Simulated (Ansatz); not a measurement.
```xyz
6

Al    0.0205   -0.4716   -0.2449
Cl    0.0194    0.0213    2.2615
F     1.4182    0.2583   -0.6896
F    -1.4050    0.2077   -0.6812
F     0.0498   -2.0809    0.1055
H     0.0424   -1.2311    2.5295
```

Method: RHF/def2-SVP (Ansatz).

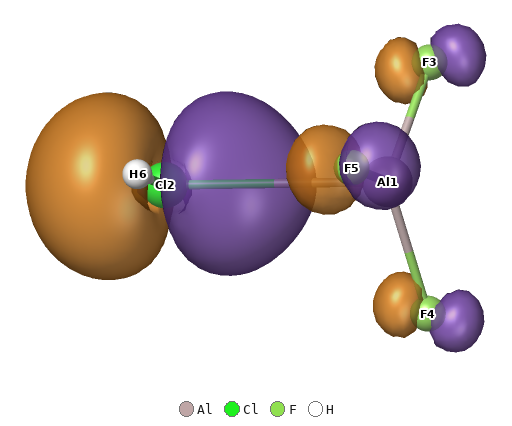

AlClF3H. The HOMO−1 at ±0.15 Å⁻³ᐟ² (orange and purple are the two phases), seen at an oblique angle.

Where does this orbital lie, and at what energy?

Answer. It lies mainly on Cl2 (about 75 %) and F5 (about 10 %); largely a lone pair of Cl2. Its energy is −15.26 eV.
